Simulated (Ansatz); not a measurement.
# CH5FN2S: a ladder of functionals and wavefunction methods, part 2 of 2

Ansatz 0.2.0, Gaussian basis; functionals in def2-TZVPP, the program's frozen cores in correlated methods. The steps go on from the part before.

## Step 14: CAM-B3LYP-D4 (range-separated)

in.yaml

```yaml
crystal:
  periodic: [false, false, false]
  atoms:
    - {symbol: N, position_ang: [-0.486714, 1.157841, 0.207541]}
    - {symbol: C, position_ang: [-0.028772, -0.085606, -0.264608]}
    - {symbol: N, position_ang: [0.097994, -1.013164, 0.785331]}
    - {symbol: F, position_ang: [-0.905200, -0.590076, -1.273176]}
    - {symbol: S, position_ang: [1.527747, 0.084411, -1.200946]}
    - {symbol: H, position_ang: [-1.354537, 1.066093, 0.722769]}
    - {symbol: H, position_ang: [-0.611279, 1.805584, -0.557594]}
    - {symbol: H, position_ang: [-0.767750, -1.113857, 1.302392]}
    - {symbol: H, position_ang: [0.390860, -1.913191, 0.432203]}
    - {symbol: H, position_ang: [2.220750, 0.550764, -0.150913]}
basis:
  gaussian: {orbitals: def2-TZVPP}
hamiltonian: {xc: {name: CAM-B3LYP}, dispersion: d4}
output: {orbitals: {seedname: orbitals}}
```

The run is started by

```
ansatz run in.yaml --threads 4 --pin off --events-out ev --progress --plain --max-ram 10444MiB
```

The log of the run, cut to the lines that bear on the results:

```text
Functional definition: CAM-B3LYP
  name "CAM-B3LYP"
  cite "Yanai, Tew & Handy, Chem. Phys. Lett. 393, 51 (2004) doi:10.1016/j.cplett.2004.06.011"
  cite "Iikura, Tsuneda, Yanai & Hirao, J. Chem. Phys. 115, 3540 (2001) doi:10.1063/1.1383587"
  cite "Becke, Phys. Rev. A 38, 3098 (1988) doi:10.1103/PhysRevA.38.3098"
  cite "Lee, Yang & Parr, Phys. Rev. B 37, 785 (1988) doi:10.1103/PhysRevB.37.785"
  cite "Vosko, Wilk & Nusair, Can. J. Phys. 58, 1200 (1980) doi:10.1139/p80-159"
[...]
  # Exact exchange under (alpha + beta erf(omega r))/r, Becke's under what is left of 1/r.
[...]
1237 factors; their error is unknown
294 factors; integrals over basis functions are off by at most 1.1e-5 eV
[...]
mean field -17652.05048944 eV, -648.7008904973 hartree, gradient 5.4e-5 eV, S^2 0.000000; 0 other end points of the search recorded, 0 dependent functions left out
reference -17652.05059958 eV, -648.7008945450 hartree; 25, 25 occupied and 211, 211 virtual orbitals, 1237 factors
Total energy: -17652.22211674 eV, -648.7071976845 hartree
```

Wall time 2.2 s (4 threads of Intel Xeon 6975P-C, shared host); peak memory 0.62 GiB.

With the free atoms at this level, -17615.833 eV in sum, the atomisation energy is 3511.0 kJ/mol. HOMO -8.62 eV, LUMO 1.43 eV.

## Step 15: LC-ωPBE (range-separated)

in.yaml, as its differences from that of step 14:

```diff
@@ -15,3 +15,3 @@
   gaussian: {orbitals: def2-TZVPP}
-hamiltonian: {xc: {name: CAM-B3LYP}, dispersion: d4}
+hamiltonian: {xc: {name: LC-wPBE}}
 output: {orbitals: {seedname: orbitals}}
```

Same command.

The log of the run, cut to the lines that bear on the results:

```text
Functional definition: LC-wPBE
  name "LC-wPBE"
  cite "Vydrov & Scuseria, J. Chem. Phys. 125, 234109 (2006) doi:10.1063/1.2409292"
  cite "Heyd & Scuseria, J. Chem. Phys. 120, 7274 (2004) doi:10.1063/1.1668634"
  cite "Ernzerhof & Perdew, J. Chem. Phys. 109, 3313 (1998) doi:10.1063/1.476928"
  cite "Perdew, Burke & Ernzerhof, Phys. Rev. Lett. 77, 3865 (1996) doi:10.1103/PhysRevLett.77.3865"
  parent pbe
[...]
1225 factors; their error is unknown
361 factors; integrals over basis functions are off by at most 2.2e-5 eV
[...]
mean field -17647.27399477 eV, -648.5253575559 hartree, gradient 4.5e-5 eV, S^2 0.000000; 0 other end points of the search recorded, 0 dependent functions left out
reference -17647.27399478 eV, -648.5253575561 hartree; 25, 25 occupied and 211, 211 virtual orbitals, 1225 factors
Total energy: -17647.27399478 eV, -648.5253575561 hartree
```

Run time: 1.9 s. Hardware: 4 threads of Intel Xeon 6975P-C, shared host.

With the free atoms at this level, -17611.227 eV in sum, the atomisation energy is 3478.0 kJ/mol. HOMO -10.04 eV, LUMO 2.73 eV.

## Step 16: ωB97X-V (range-separated)

in.yaml, as its differences from that of step 15:

```diff
@@ -15,3 +15,3 @@
   gaussian: {orbitals: def2-TZVPP}
-hamiltonian: {xc: {name: LC-wPBE}}
+hamiltonian: {xc: {name: wB97X-V}}
 output: {orbitals: {seedname: orbitals}}
```

Same command.

The log of the run, cut to the lines that bear on the results:

```text
Functional definition: wB97X-V
  name "wB97X-V"
  cite "Mardirossian & Head-Gordon, Phys. Chem. Chem. Phys. 16, 9904 (2014) doi:10.1039/C3CP54374A"
  cite "Becke, J. Chem. Phys. 107, 8554 (1997) doi:10.1063/1.475007"
  cite "Vydrov & Van Voorhis, J. Chem. Phys. 133, 244103 (2010) doi:10.1063/1.3521275"
[...]
      + integral(e_c_pw_opposite_spin*poly(b97_u_opposite, cos0, cos1)) + vv10(b, c)
1232 factors; their error is unknown
275 factors; integrals over basis functions are off by at most 8.8e-6 eV
[...]
mean field -17650.44246140 eV, -648.6417965570 hartree, gradient 5.1e-5 eV, S^2 0.000000; 0 other end points of the search recorded, 0 dependent functions left out
reference -17650.44245976 eV, -648.6417964965 hartree; 25, 25 occupied and 211, 211 virtual orbitals, 1232 factors
Total energy: -17650.44245976 eV, -648.6417964965 hartree
```

Wall time 5.5 s (4 threads of Intel Xeon 6975P-C, shared host); peak memory 0.67 GiB.

With the free atoms at this level, -17614.041 eV in sum, the atomisation energy is 3512.2 kJ/mol. HOMO -9.67 eV, LUMO 2.55 eV.

## Step 17: ωB97M-V (range-separated)

in.yaml, as its differences from that of step 16:

```diff
@@ -15,3 +15,3 @@
   gaussian: {orbitals: def2-TZVPP}
-hamiltonian: {xc: {name: wB97X-V}}
-output: {orbitals: {seedname: orbitals}}
+hamiltonian: {xc: {name: wB97M-V}}
+output: {forces: true, orbitals: {seedname: orbitals}}
```

Same command.

The log of the run, cut to the lines that bear on the results:

```text
Functional definition: wB97M-V
  name "wB97M-V"
  cite "Mardirossian & Head-Gordon, J. Chem. Phys. 144, 214110 (2016) doi:10.1063/1.4952647"
  cite "Becke, J. Chem. Phys. 107, 8554 (1997) doi:10.1063/1.475007"
  cite "Vydrov & Van Voorhis, J. Chem. Phys. 133, 244103 (2010) doi:10.1063/1.3521275"
  # Of w^i u^j: cxij and so on, Table III.
[...]
  gx(w, u) = 1 - cx + cx01*u + cx10*w
  gss(w, u) = css00 + css04*u^4 + css10*w + css20*w^2 + css43*w^4*u^3
  gos(w, u) = cos00 + cos10*w + (cos20 + cos21*u)*w^2 + (cos60 + cos61*u)*w^6
[...]
      + integral(e_c_pw_mod_opposite_spin*gos(b97_w_opposite, b97_u_opposite)) + vv10(b, c)
1232 factors; their error is unknown
275 factors; integrals over basis functions are off by at most 8.8e-6 eV
[...]
Atom 0 at    -0.486714     1.157841     0.207541 Å, force    -0.126409     0.195431     0.072338 eV/Å
Atom 1 at    -0.028772    -0.085606    -0.264608 Å, force     0.199363     0.012967    -0.153210 eV/Å
Atom 2 at     0.097994    -1.013164     0.785331 Å, force    -0.027358    -0.172339     0.170246 eV/Å
Atom 3 at    -0.905200    -0.590076    -1.273176 Å, force    -0.097662    -0.040618    -0.053859 eV/Å
Atom 4 at     1.527747     0.084411    -1.200946 Å, force     0.064103     0.033063     0.059252 eV/Å
Atom 5 at    -1.354537     1.066093     0.722769 Å, force     0.029470     0.006290    -0.031919 eV/Å
Atom 6 at    -0.611279     1.805584    -0.557594 Å, force    -0.003087    -0.018534     0.025899 eV/Å
Atom 7 at    -0.767750    -1.113857     1.302392 Å, force     0.032783    -0.005645    -0.028679 eV/Å
Atom 8 at     0.390860    -1.913191     0.432203 Å, force    -0.014722     0.024458     0.014440 eV/Å
Atom 9 at     2.220750     0.550764    -0.150913 Å, force    -0.056480    -0.035073    -0.074507 eV/Å
Dipole moment:    -0.247220     0.019206     0.322434 e Å
```

It took 6.5 s on 4 threads of Intel Xeon 6975P-C, shared host; peak memory 0.81 GiB.

Atomisation energy: 3515.5 kJ/mol (free atoms -17614.968 eV, run apart). HOMO -9.50 eV, LUMO 2.12 eV.

## Step 18: B2PLYP (double hybrid)

in.yaml, as its differences from that of step 17:

```diff
@@ -15,3 +15,2 @@
   gaussian: {orbitals: def2-TZVPP}
-hamiltonian: {xc: {name: wB97M-V}}
-output: {forces: true, orbitals: {seedname: orbitals}}
+hamiltonian: {xc: {name: B2PLYP}}
```

Launched as before.

The log of the run, cut to the lines that bear on the results:

```text
Functional definition: B2PLYP
  name "B2PLYP"
  cite "Grimme, J. Chem. Phys. 124, 034108 (2006) doi:10.1063/1.2148954"
  cite "Becke, Phys. Rev. A 38, 3098 (1988) doi:10.1103/PhysRevA.38.3098"
  cite "Lee, Yang & Parr, Phys. Rev. B 37, 785 (1988) doi:10.1103/PhysRevB.37.785"
[...]
1421 factors; integrals over basis functions are off by at most 9.5e-4 eV
[...]
mean field -17636.92005539 eV, -648.1448573017 hartree, gradient 8.0e-6 eV, S^2 0.000000; 0 other end points of the search recorded, 0 dependent functions left out
9 core orbitals not correlated: weight in the atoms' cores, before any rotation towards them, 1.000 or more for the frozen orbitals, at most 0.000 for the correlated occupied ones
reference -17636.92019937 eV, -648.1448625929 hartree; 16, 16 occupied and 211, 211 virtual orbitals, 1421 factors
second order -33.51590803 eV of doubles, -0.00000000 eV of singles
Total energy: -17645.96949454 eV, -648.4774180565 hartree
```

Run time: 3.5 s. Hardware: 4 threads of Intel Xeon 6975P-C, shared host; peak memory 0.61 GiB.

With the free atoms at this level, -17610.330 eV in sum, the atomisation energy is 3438.7 kJ/mol.

## Step 19: PBE-QIDH (double hybrid)

in.yaml, as its differences from that of step 18:

```diff
@@ -15,2 +15,2 @@
   gaussian: {orbitals: def2-TZVPP}
-hamiltonian: {xc: {name: B2PLYP}}
+hamiltonian: {xc: {name: PBE-QIDH}}
```

Launched as before.

The log of the run, cut to the lines that bear on the results:

```text
Functional definition: PBE-QIDH
  name "PBE-QIDH"
  cite "Brémond, Sancho-García, Pérez-Jiménez & Adamo, J. Chem. Phys. 141, 031101 (2014) doi:10.1063/1.4890314"
  cite "Perdew, Burke & Ernzerhof, Phys. Rev. Lett. 77, 3865 (1996) doi:10.1103/PhysRevLett.77.3865"
[...]
1421 factors; integrals over basis functions are off by at most 9.5e-4 eV
[...]
mean field -17629.55317175 eV, -647.8741293215 hartree, gradient 7.0e-6 eV, S^2 0.000000; 0 other end points of the search recorded, 0 dependent functions left out
9 core orbitals not correlated: weight in the atoms' cores, before any rotation towards them, 1.000 or more for the frozen orbitals, at most 0.000 for the correlated occupied ones
reference -17629.55318199 eV, -647.8741296977 hartree; 16, 16 occupied and 211, 211 virtual orbitals, 1421 factors
second order -31.18618222 eV of doubles, -0.00000000 eV of singles
Total energy: -17639.94857606 eV, -648.2561533837 hartree
```

Wall time 3.9 s (4 threads of Intel Xeon 6975P-C, shared host); peak memory 0.62 GiB.

Atomisation energy: 3437.1 kJ/mol (free atoms -17604.325 eV, run apart).

## Step 20: Frontier levels by functional

Dipoles come from the runs that computed forces. Levels are read from the orbital files that the runs wrote:

| functional | HOMO (eV) | LUMO (eV) | gap (eV) | dipole (D) |
| --- | --- | --- | --- | --- |
| LDA (SPW92) | -5.99 | -0.84 | 5.15 |  |
| PBE-D4 | -5.87 | -0.64 | 5.23 | 2.01 |
| revPBE-D4 | -5.82 | -0.56 | 5.26 |  |
| BLYP-D4 | -5.74 | -0.56 | 5.18 |  |
| r2SCAN-D4 | -6.18 | -0.36 | 5.82 | 2.08 |
| B97M-V | -6.31 | -0.37 | 5.94 |  |
| PBE0-D4 | -7.22 | 0.38 | 7.61 |  |
| B3LYP-D4 | -6.98 | 0.09 | 7.07 | 1.96 |
| r2SCANh-D4 | -6.68 | 0.01 | 6.69 |  |
| r2SCAN0-D4 | -7.42 | 0.56 | 7.98 |  |
| HSE06-D4 | -6.82 | 0.00 | 6.82 |  |
| BHLYP-D4 | -8.42 | 1.30 | 9.72 |  |
| CAM-B3LYP-D4 | -8.62 | 1.43 | 10.05 |  |
| LC-ωPBE | -10.04 | 2.73 | 12.77 |  |
| ωB97X-V | -9.67 | 2.55 | 12.22 |  |
| ωB97M-V | -9.50 | 2.12 | 11.62 | 1.95 |

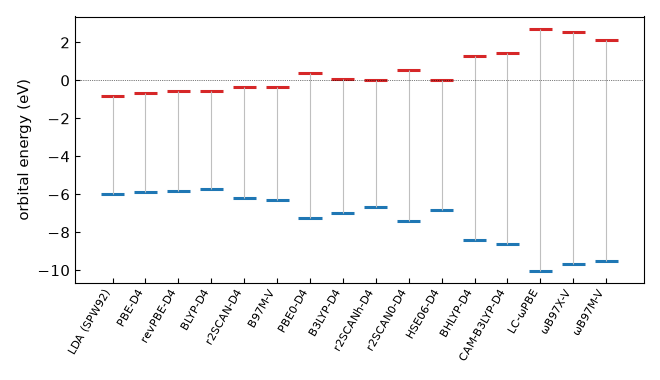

Highest occupied (blue) and lowest empty (red) level by functional.

## Step 21: CCSD(T) in def2-SVP

in.yaml, as its differences from that of step 19:

```diff
@@ -14,3 +14,3 @@
 basis:
-  gaussian: {orbitals: def2-TZVPP}
-hamiltonian: {xc: {name: PBE-QIDH}}
+  gaussian: {orbitals: def2-SVP}
+correlation: {method: ccsd_t}
```

Launched as before.

The log of the run, cut to the lines that bear on the results:

```text
Functional definition: HF
  name "HF"
  cite "Fock, Z. Phys. 61, 126 (1930) doi:10.1007/BF01340294"
  parent pbe
[...]
983 factors; integrals over basis functions are off by at most 1.1e-3 eV
[...]
mean field -17587.41348316 eV, -646.3255243292 hartree, gradient 1.7e-6 eV, S^2 0.000000; 0 other end points of the search recorded, 0 dependent functions left out
9 core orbitals not correlated: weight in the atoms' cores, before any rotation towards them, 1.000 or more for the frozen orbitals, at most 0.000 for the correlated occupied ones
reference -17587.41348316 eV, -646.3255243292 hartree; 16, 16 occupied and 74, 74 virtual orbitals, 983 factors
second order -21.66701493 eV of doubles, -0.00000000 eV of singles
cycle   1  -22.20591679 eV  change   -5.4e-1 eV  update   9.5e-2
[...]
cycle   9  -22.81709400 eV  change   -4.2e-6 eV  update   1.5e-5
perturbative correction -0.60711884 eV, -0.0223112059 hartree
Total energy: -17610.83769601 eV, -647.1863482738 hartree
```

It took 2.7 s on 4 threads of Intel Xeon 6975P-C, shared host.

## Step 22: CCSD(T) in def2-TZVPP

in.yaml, as its differences from that of step 21:

```diff
@@ -14,3 +14,4 @@
 basis:
-  gaussian: {orbitals: def2-SVP}
+  gaussian: {orbitals: def2-TZVPP}
 correlation: {method: ccsd_t}
+output: {orbitals: {seedname: orbitals}}
```

Launched as before.

The log of the run, cut to the lines that bear on the results:

```text
Functional definition: HF
  name "HF"
  cite "Fock, Z. Phys. 61, 126 (1930) doi:10.1007/BF01340294"
  parent pbe
[...]
1421 factors; integrals over basis functions are off by at most 9.5e-4 eV
[...]
mean field -17599.37479620 eV, -646.7650944758 hartree, gradient 1.9e-6 eV, S^2 0.000000; 0 other end points of the search recorded, 0 dependent functions left out
9 core orbitals not correlated: weight in the atoms' cores, before any rotation towards them, 1.000 or more for the frozen orbitals, at most 0.000 for the correlated occupied ones
reference -17599.37479620 eV, -646.7650944758 hartree; 16, 16 occupied and 211, 211 virtual orbitals, 1421 factors
second order -27.82065141 eV of doubles, -0.00000000 eV of singles
cycle   1  -27.97416282 eV  change   -1.5e-1 eV  update   1.1e-1
[...]
cycle   9  -28.71955077 eV  change   -1.9e-5 eV  update   2.2e-5
perturbative correction -1.14365633 eV, -0.0420285949 hartree
Total energy: -17629.23800330 eV, -647.8625470946 hartree
```

Run time: 43 s. Hardware: 4 threads of Intel Xeon 6975P-C, shared host; peak memory 5 GiB.

## Step 23: MP2 in def2-QZVPP

in.yaml, as its differences from that of step 22:

```diff
@@ -14,4 +14,3 @@
 basis:
-  gaussian: {orbitals: def2-TZVPP}
-correlation: {method: ccsd_t}
-output: {orbitals: {seedname: orbitals}}
+  gaussian: {orbitals: "def2-QZVPP.json"}
+correlation: {method: mp2}
```

Launched as before.

The log of the run:

```text
Functional definition: HF
  name "HF"
  cite "Fock, Z. Phys. 61, 126 (1930) doi:10.1007/BF01340294"
  parent pbe
  exchange = exact_x
  correlation = 0
2722 factors; integrals over basis functions are off by at most 6.6e-4 eV
mean field evaluation 1: about -17595.3039 eV, gradient 4.6e1 eV
mean field evaluation 2: about -17595.4804 eV, gradient 4.6e1 eV
mean field evaluation 4: about -17599.9188 eV, gradient 3.8e0 eV
mean field evaluation 8: about -17599.9877 eV, gradient 3.9e-1 eV
mean field -17599.98843151 eV, -646.7876451573 hartree, gradient 5.2e-6 eV, S^2 0.000000; 0 other end points of the search recorded, 0 dependent functions left out
9 core orbitals not correlated: weight in the atoms' cores, before any rotation towards them, 1.000 or more for the frozen orbitals, at most 0.000 for the correlated occupied ones
reference -17599.98843151 eV, -646.7876451573 hartree; 16, 16 occupied and 423, 423 virtual orbitals, 2722 factors
second order -30.05944698 eV of doubles, -0.00000000 eV of singles
Total energy: -17630.04787849 eV, -647.8923094590 hartree
```

It took 13 s on 4 threads of Intel Xeon 6975P-C, shared host; peak memory 2.7 GiB.

The pieces so far (eV):

| basis | HF | MP2 correlation | CCSD correlation | (T) | total |
| --- | --- | --- | --- | --- | --- |
| def2-SVP | -17587.4135 | -21.6670 | -22.8171 | -0.6071 | -17610.8377 |
| def2-TZVPP | -17599.3748 | -27.8207 | -28.7196 | -1.1437 | -17629.2380 |
| def2-QZVPP | -17599.9884 | -30.0594 |  |  | -17630.0479 (MP2) |

The report of the def2-TZVPP run gives T1 = 0.0114.

## Step 24: The basis-set limit

No new run: Hartree-Fock is extrapolated as exp(−7.88√X) and correlation as X^−2.97, with X = 3 and 4; only MP2 was run in the larger set, so CCSD(T) minus MP2 is added from the smaller one.

| level | energy at the limit (eV) |
| --- | --- |
| HF | -17600.0730 |
| MP2 | -17631.7908 |
| CCSD | -17632.6897 |
| CCSD(T) | -17633.8333 |

## Step 25: RPA on PBE orbitals

in.yaml, as its differences from that of step 23:

```diff
@@ -14,3 +14,4 @@
 basis:
-  gaussian: {orbitals: "def2-QZVPP.json"}
-correlation: {method: mp2}
+  gaussian: {orbitals: def2-TZVPP}
+hamiltonian: {xc: pbe}
+correlation: {method: rpa}
```

The command is unchanged.

The log of the run, cut to the lines that bear on the results:

```text
Functional definition: PBE
  name "PBE"
  cite "Perdew, Burke & Ernzerhof, Phys. Rev. Lett. 77, 3865 (1996) doi:10.1103/PhysRevLett.77.3865"
  parent pbe
[...]
1421 factors; integrals over basis functions are off by at most 9.5e-4 eV
[...]
mean field -17642.09438804 eV, -648.3350105195 hartree, gradient 2.5e-6 eV, S^2 0.000000; 0 other end points of the search recorded, 0 dependent functions left out
9 core orbitals not correlated: weight in the atoms' cores, before any rotation towards them, 1.000 or more for the frozen orbitals, at most 0.000 for the correlated occupied ones
reference -17597.73668909 eV, -646.7048951496 hartree; 16, 16 occupied and 211, 211 virtual orbitals, 1421 factors
Total energy: -17641.62848524 eV, -648.3178889073 hartree
```

It took 2.6 s on 4 threads of Intel Xeon 6975P-C, shared host; peak memory 0.57 GiB.

RPA correlation: -43.892 eV. No RPA run of the hydrogen atom was made, so RPA has no atomisation energy below.

## Step 26: All levels against the reference

Free atoms (2 N, 1 C, 1 F, 1 S, 5 H) were run apart at each level; the atomisation energy is their sum less the molecule, without zero-point or spin-orbit terms.

Differences are taken before rounding.

| method | rung | atoms, summed (eV) | atomisation energy (kJ/mol) | from CCSD(T)/CBS (kJ/mol) | time |
| --- | --- | --- | --- | --- | --- |
| LDA (SPW92) | LDA | -17522.594 | 4145.7 | +664.1 | 0.65 s |
| PBE-D4 | GGA | -17604.837 | 3614.8 | +133.2 | 1.5 s |
| revPBE-D4 | GGA | -17614.423 | 3503.4 | +21.8 | 1 s |
| BLYP-D4 | GGA | -17616.384 | 3519.1 | +37.5 | 1 s |
| r2SCAN-D4 | meta-GGA | -17614.092 | 3479.5 | -2.1 | 2.1 s |
| B97M-V | meta-GGA | -17613.784 | 3487.8 | +6.2 | 3.4 s |
| PBE0-D4 | hybrid | -17607.076 | 3500.1 | +18.5 | 1.9 s |
| B3LYP-D4 | hybrid | -17618.849 | 3491.4 | +9.7 | 2.5 s |
| r2SCANh-D4 | hybrid | -17614.030 | 3444.3 | -37.3 | 3.1 s |
| r2SCAN0-D4 | hybrid | -17613.950 | 3393.8 | -87.9 | 3 s |
| HSE06-D4 | hybrid | -17606.506 | 3503.4 | +21.8 | 2.2 s |
| BHLYP-D4 | hybrid | -17616.321 | 3329.3 | -152.3 | 1.8 s |
| CAM-B3LYP-D4 | range-separated | -17615.833 | 3511.0 | +29.3 | 2.2 s |
| LC-ωPBE | range-separated | -17611.227 | 3478.0 | -3.6 | 1.9 s |
| ωB97X-V | range-separated | -17614.041 | 3512.2 | +30.5 | 5.5 s |
| ωB97M-V | range-separated | -17614.968 | 3515.5 | +33.9 | 6.5 s |
| B2PLYP | double hybrid | -17610.330 | 3438.7 | -42.9 | 3.5 s |
| PBE-QIDH | double hybrid | -17604.325 | 3437.1 | -44.5 | 3.9 s |
| HF/def2-TZVPP | wavefunction | -17576.129 | 2242.9 | -1238.7 |  |
| MP2/def2-TZVPP | wavefunction | -17591.644 | 3430.2 | -51.4 |  |
| CCSD/def2-TZVPP | wavefunction | -17594.040 | 3285.8 | -195.9 |  |
| CCSD(T)/def2-SVP | wavefunction | -17577.408 | 3225.4 | -256.2 | 2.7 s |
| CCSD(T)/def2-TZVPP | wavefunction | -17594.440 | 3357.5 | -124.2 | 43 s |
| MP2/CBS | wavefunction | -17594.952 | 3554.4 | +72.8 |  |
| CCSD(T)/CBS | wavefunction | -17597.749 | 3481.6 | 0 | 56 s |

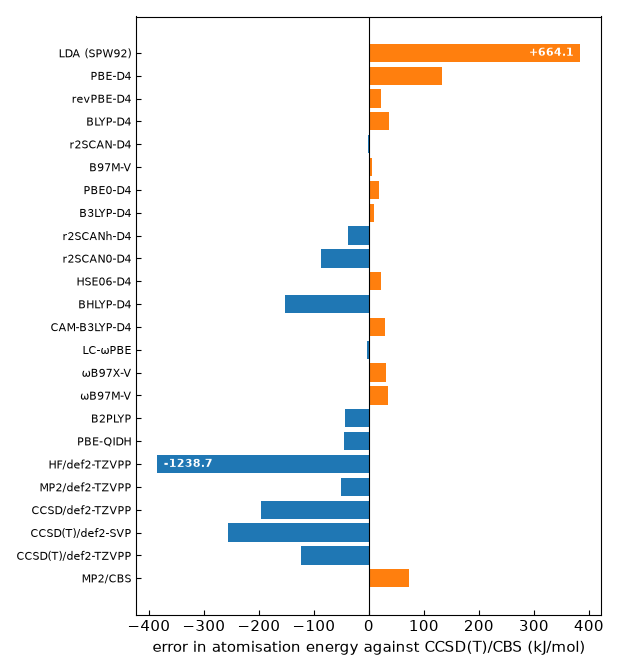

Error of each method against CCSD(T)/CBS. Bars with a number in them are cut short.

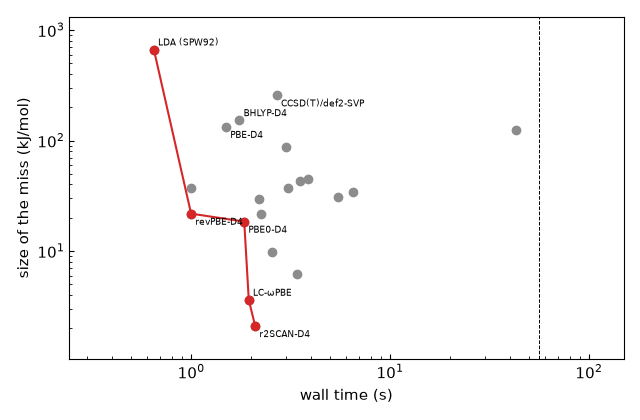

Miss against cost. Red marks the levels that no quicker level drawn beats (of those quicker than the yardstick), and the dashed line is the time of CCSD(T)/CBS. Only those levels and the largest misses are named. Times are from a shared host.

LDA (SPW92), LC-ωPBE, B2PLYP, PBE-QIDH carry no dispersion term (for B3LYP, D4 adds 32.3 kJ/mol).

Times are those of the molecule's run; HF, MP2 and CCSD come out of the CCSD(T) runs, and the limit's time is the sum of the runs that it needs.

## Step 27: Results

The summary covers parts 1 to 2.

| quantity | value |
| --- | --- |
| atomisation energy, CCSD(T)/CBS | 3481.6 kJ/mol |
| functionals within 17.4 kJ/mol (0.5 %) | r2SCAN-D4, B97M-V, B3LYP-D4, LC-ωPBE |
| farthest beyond LDA | BHLYP-D4 (-152.3 kJ/mol) |
| mean size of error, GGA | 64.1 kJ/mol |
| mean size of error, meta-GGA | 4.2 kJ/mol |
| mean size of error, hybrid | 54.6 kJ/mol |
| mean size of error, range-separated | 24.3 kJ/mol |
| mean size of error, double hybrid | 43.7 kJ/mol |
| gap, smallest and largest | 5.15 eV (LDA (SPW92)), 12.77 eV (LC-ωPBE) |
| T1 diagnostic | 0.0114 |
| triples share of the correlation energy | 3.8 % |

In words: LDA overbinds by 664.1 kJ/mol (19 %). PBE-D4 is off by +133.2 kJ/mol. Double hybrids carry the basis error of their MP2 part in triple zeta, and no dispersion term here, so their miss is partly the set-up's. Taken by rung, meta-GGA functionals do best (4.2 kJ/mol on average) and GGA ones worst beyond LDA (64.1 kJ/mol). hybrid functionals lie within the reference's doubt of that worst mean (54.6 kJ/mol), so those two tie. The reference freezes the cores and leaves out relativity and excitations past (T), so misses under about 17.4 kJ/mol can't be ranked. Hartree-Fock recovers 64 % of the binding; the rest is correlation. CCSD(T) in def2-SVP is off by -256.2 kJ/mol, more than most functionals: a good method in a small basis is no reference. The gap grows from 5.1 to 12.8 eV across the functionals, mostly with the share of exact exchange.

r2SCAN-D4 reaches 2.1 kJ/mol from the reference in 2.1 s, where CCSD(T)/CBS took 56 s; the quickest level in the cost chart, LDA (SPW92), takes 0.65 s and misses by 664.1 kJ/mol.
